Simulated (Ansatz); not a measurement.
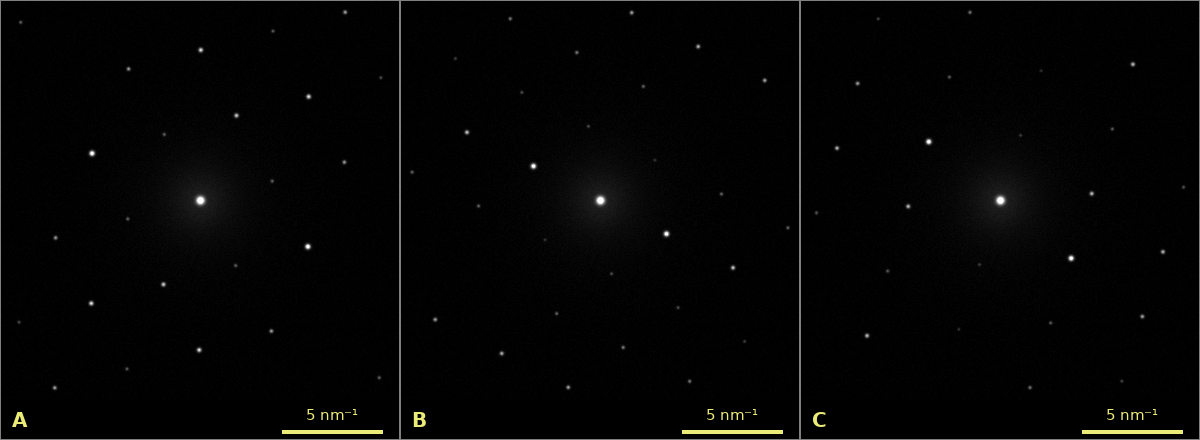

The patterns are kinematic simulations for 120 kV electrons (no multiple scattering; isotropic B = 0.5 Å²).

All three come from ReSb₂, space group P-3m1 (No. 164), a = 3.40 Å, c = 6.44 Å (hexagonal axes). Structure: the input geometry of an electronic-structure calculation (not necessarily at equilibrium); the starting structure was generated, so it need not be a known form of this composition.

**Assign the zone axes [101], [201], [211] to A, B and C.**

A is [211]: centred rectangular net of 0 1 -1 (weak) at d = 2.68 Å and -1 1 1 (weak) at d = 2.68 Å, at 76.1°. B is [101]: centred rectangular net of 0 1 0 (weak) at d = 2.95 Å and 1 0 -1 at d = 2.68 Å, at 63.0°. C is [201]: centred rectangular net of 0 1 0 (weak) at d = 2.95 Å and 1 0 -2 at d = 2.17 Å, at 68.4°.
